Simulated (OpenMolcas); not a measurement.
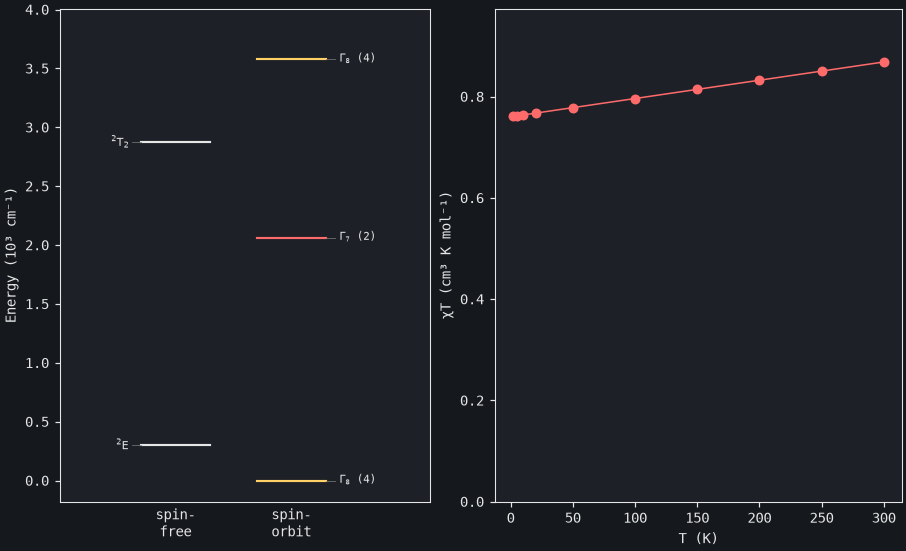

Levels of a 3d ion of charge +2 as a dopant in Cs₂NaYCl₆, a cluster with its 6 nearest Cl⁻ at 2.619 Å (octahedron) embedded in model potentials and point charges; the geometry was set, not optimised. Labels give the representation in O, Td, D4 or D3 as the site allows (double group for half-integer spin) where it could be assigned and, in brackets, the degeneracy; spin-free states, where drawn, share the zero of the spin-orbit levels. The calculation used state-averaged CASSCF, the open shell active, basis ANO-RCC-VTZP on the metal and ANO-RCC-VDZP on the ligands, DKH2 scalar Hamiltonian, spin-orbit coupling by RASSI with atomic mean-field integrals (OpenMolcas). Powder susceptibility by Van Vleck's formula.

Which ion is the dopant?

Cu²⁺ (3d⁹). The ground level is Γ₈, 4-fold degenerate, 100 % from states of spin multiplicity 2. The next level lies at 2,060 cm⁻¹ (Γ₇). The lowest spin-free state is ²E, from the free-ion D term; of the same spin there follows at 2,580 cm⁻¹ (²T₂) above it. A ligand-field fit to the spin-free states gives |10Dq| = 2,580 cm⁻¹. χT is 0.761 cm³ K mol⁻¹ at 2 K and 0.868 at 300 K, an effective moment of 2.64 μB. The active orbitals hold 97 to 99 % metal character (Löwdin), and the Mulliken charge of the metal is +1.01.

Note: orbital doublet at a regular site, Jahn-Teller distortion not allowed for; the geometry is set by hand, with no relaxation and no charge compensation.
